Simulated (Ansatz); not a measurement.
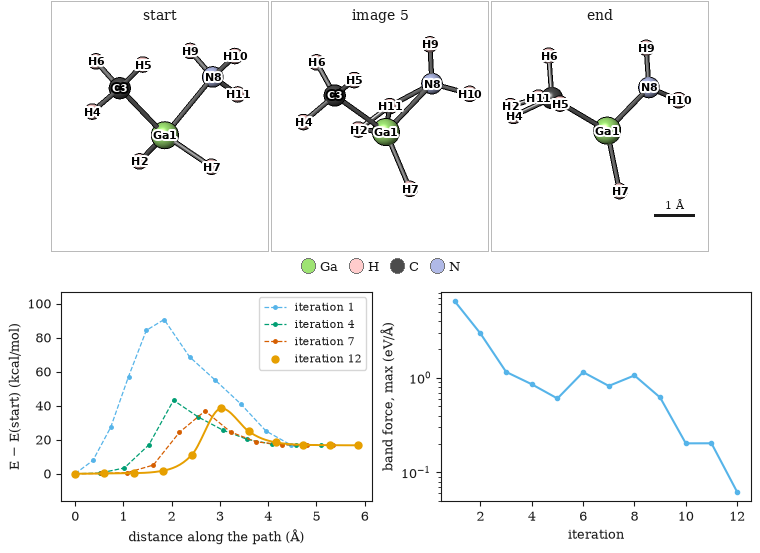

A nudged-elastic-band calculation for CH₈GaN. Images are numbered from 0 (start) to 10 (end). The plot follows the band through its iterations. Style: ball-and-stick. Shown from a free direction.

These are results of RKS PBE0-D4/def2-mTZVP (Ansatz), not measurements. Run with 9 movable images; climbing image; force threshold 0.2 eV/Å; iteration limit 60; starting path through a guess of the saddle point.

**Judge this run.**

The run met only a loose threshold, so the barrier can't be trusted yet. The band converged in 12 iterations. The largest component of the band force went from 6.5 to 0.062 eV/Å. The climbing image converged on the top of the path. Its curvatures weren't checked. The force threshold is so loose that the height of the top is at best an upper bound. The first iteration put the highest image at 90.7 kcal/mol. The energy climbs by 38.4 kcal/mol to image 5 and then falls by 21.7 kcal/mol, so the end point sits at +16.7 kcal/mol.
